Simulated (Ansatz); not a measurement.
**AlH3 (SMILES [AlH3]) at 6 levels**

Wanted: a comparison of 6 runs (CAM-B3LYP/3-21G, HSE06/6-31G*, PBE0/6-31G*, UMP2/3-21G, MP2/6-31G*, UCCSD(T)/3-21G) of AlH3. 

The results are computed with Ansatz 0.2.0.

74 further runs of the same task are left out: 3 that didn't finish, 71 set aside as unsound or not needed.

**1. The structure to begin with**

The species is AlH3 (4 atoms), meant as a singlet with charge 0. SMILES: `[AlH3]`. The H3–Al1 distance was set to 2.379 Å, away from the relaxed value. At this shape a bond of the SMILES string is far longer than usual.

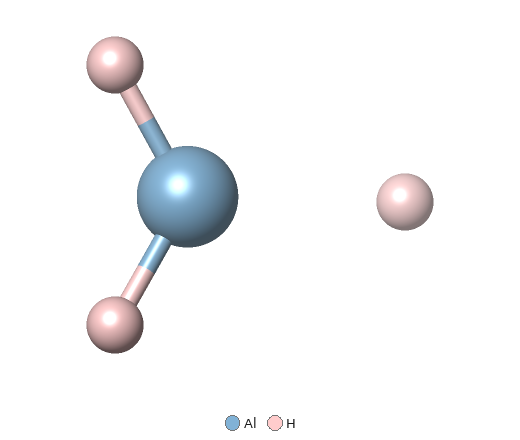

Viewed from a chosen angle; aluminium light blue, hydrogen pink.

**2. A single-point energy at CAM-B3LYP/3-21G (run 1)**

Input file in.yaml:

```yaml
crystal:
  periodic: [false, false, false]
  atoms:
    - {symbol: Al, position_ang: [0.690918, 0.393781, -0.060197]}
    - {symbol: H, position_ang: [1.310418, 1.079481, 1.228503]}
    - {symbol: H, position_ang: [-1.340800, -0.832000, 0.105100]}
    - {symbol: H, position_ang: [1.426618, 0.524281, -1.458997]}
basis:
  gaussian:
    orbitals: 3-21G.json
hamiltonian:
  xc: {name: CAM-B3LYP}
accuracy: high
```

The basis set 3-21G is read from a file made from the Basis Set Exchange's data (not shown).

The run is started by

```console
$ ansatz run in.yaml --threads 1 --pin off --max-ram 2610MiB --events-out events.jsonl --progress --plain --runs-dir runs
```

Standard output:

```text
Warning: RAYON_NUM_THREADS=1 ignored (pool sized by the plan → 1); use --threads N
Functional definition: CAM-B3LYP
  name "CAM-B3LYP"
  parameter alpha = 0.19
  parameter beta = 0.46
  parameter omega = 0.33/bohr
  parameter ac = 0.81
  exchange = (1 - alpha - beta)*b88_x + beta*b88_x_sr(omega) + alpha*exact_x + beta*exact_x_lr(omega)
  correlation = (1 - ac)*vwn5_c + ac*lyp_c
369 factors; integrals over basis functions are off by at most 2.6e-9 eV
178 factors; integrals over basis functions are off by at most 1.6e-9 eV
mean field evaluation 1: about -6605.6644 eV, gradient 7.9e0 eV
mean field evaluation 2: about -6605.9741 eV, gradient 3.6e0 eV
mean field evaluation 4: about -6606.0518 eV, gradient 4.7e-1 eV
mean field evaluation 8: about -6606.0513 eV, gradient 1.1e-2 eV
mean field evaluation 16: about -6606.0513 eV, gradient 5.6e-8 eV
mean field -6606.05131372 eV, -242.7679080368 hartree, gradient 5.4e-8 eV, S^2 0.000000; 0 other end points of the search recorded, 0 dependent functions left out
reference -6606.05133073 eV, -242.7679086619 hartree; 8, 8 occupied and 11, 11 virtual orbitals, 369 factors
Total energy: -6606.05133073 eV, -242.7679086619 hartree
```

Wall time 0.7 s (1 thread of Arm Neoverse V2, shared host).

**3. The energy at HSE06/6-31G(d) (spherical functions) (run 2)**

in.yaml: that of step 2 with these lines changed.

```diff
@@ -1 +1,3 @@
+basis:
+  gaussian: {orbitals: 6-31G_st_-spherical.json}
 crystal:
@@ -7,7 +9,4 @@
     - {symbol: H, position_ang: [1.426618, 0.524281, -1.458997]}
-basis:
-  gaussian:
-    orbitals: 3-21G.json
-hamiltonian:
-  xc: {name: CAM-B3LYP}
+total_charge: 0
+hamiltonian: {xc: {name: HSE06}}
 accuracy: high
```

The basis set 6-31G* is read from a file made from the Basis Set Exchange's data (not shown).

The run is started by

```console
$ ansatz run in.yaml --threads 1 --pin off --max-ram 2610MiB --events-out events.jsonl --progress --plain --runs-dir runs
```

Standard output:

```text
Warning: RAYON_NUM_THREADS=1 ignored (pool sized by the plan → 1); use --threads N
Functional definition: HSE06
  name "HSE06"
  parameter a = 0.25
  parameter omega = 0.11/bohr
  exchange = pbe_x - a*pbe_x_sr(omega) + a*exact_x_sr(omega)
  correlation = pbe_c
451 factors; integrals over basis functions are off by at most 3.6e-9 eV
75 factors; integrals over basis functions are off by at most 8.4e-10 eV
mean field evaluation 1: about -6638.6740 eV, gradient 9.4e0 eV
mean field evaluation 2: about -6638.7686 eV, gradient 7.0e0 eV
mean field evaluation 4: about -6639.1000 eV, gradient 2.1e-1 eV
mean field evaluation 8: about -6639.0989 eV, gradient 1.8e-3 eV
mean field -6639.09891030 eV, -243.9823848108 hartree, gradient 7.9e-8 eV, S^2 0.000000; 0 other end points of the search recorded, 0 dependent functions left out
reference -6639.09891411 eV, -243.9823849508 hartree; 8, 8 occupied and 16, 16 virtual orbitals, 451 factors
Total energy: -6639.09891411 eV, -243.9823849508 hartree
```

It took 0.88 s on 1 thread of Arm Neoverse V2, shared host.

Runs 3 to 5 aren't shown in full; the table further down has their settings and results.

**4. A single-point energy at UCCSD(T)/3-21G (run 6)**

Input file in.yaml:

```yaml
crystal:
  periodic: [false, false, false]
  atoms:
    - symbol: Al
      position_ang: [0.690918, 0.393781, -0.060197]
    - symbol: H
      position_ang: [1.310418, 1.079481, 1.228503]
    - symbol: H
      position_ang: [-1.340800, -0.832000, 0.105100]
    - symbol: H
      position_ang: [1.426618, 0.524281, -1.458997]
basis:
  gaussian:
    orbitals: 3-21G.json
magnetization:
  spin_polarized: true
correlation:
  method: ccsd_t
  frozen_orbitals: {Al: 5, H: 0}
accuracy: high
scf:
  omitted_lower_state_checks: [cluster_reference, increment]
```

The basis set 3-21G is read from a file made from the Basis Set Exchange's data (not shown).

The run is started by

```console
$ ansatz run in.yaml --threads 1 --pin off --max-ram 2610MiB --events-out events.jsonl --progress --plain --runs-dir runs
```

Standard output:

```text
Warning: RAYON_NUM_THREADS=1 ignored (pool sized by the plan → 1); use --threads N
[... 13 lines left out ...]
5 core orbitals not correlated: weight in the atoms' cores, before any rotation towards them, 1.000 or more for the frozen orbitals, at most 0.000 for the correlated occupied ones
[... 31 lines left out ...]
Total energy: -6593.07510726 eV, -242.2910412452 hartree
Checks for a lower state left out: cluster_reference, increment
```

Run time: 0.18 s. Hardware: 1 thread of Arm Neoverse V2, shared host.

**5. Overview of the runs**

```
run                               level  frozen core orbitals  energy (Eh)  wall time
  1                     CAM-B3LYP/3-21G                     –  -242.767909      0.7 s
  2  HSE06/6-31G* (spherical functions)                     –  -243.982385     0.88 s
  3   PBE0/6-31G* (spherical functions)                     –  -243.989052      0.7 s
  4                          UMP2/3-21G                     5  -242.259359     0.12 s
  5    MP2/6-31G* (spherical functions)                     5  -243.601149     0.14 s
  6                      UCCSD(T)/3-21G                     5  -242.291041     0.18 s
```

**6. What came out**

```
                                          quantity          value
                               run 6: total energy  -242.29104 Eh
run 6: correlation energy (5 core orbitals frozen)      -73.8 mEh
                             run 6: (T) correction      -1.19 mEh
          run 6: ⟨S²⟩ of the reference determinant          0.211
                              run 6: T1 diagnostic          0.073
```

What this shows: Totals of different functionals can't be ranked against each other. In run 5 the log says that unrestricted orbitals would lower the reference, so the values rest on an unstable closed-shell determinant (other closed-shell runs at this shape may share the fault). Spin contamination of the reference: run 4 ⟨S²⟩ = 0.21, run 6 ⟨S²⟩ = 0.21. All runs together took 2.7 s, the longest 0.88 s.
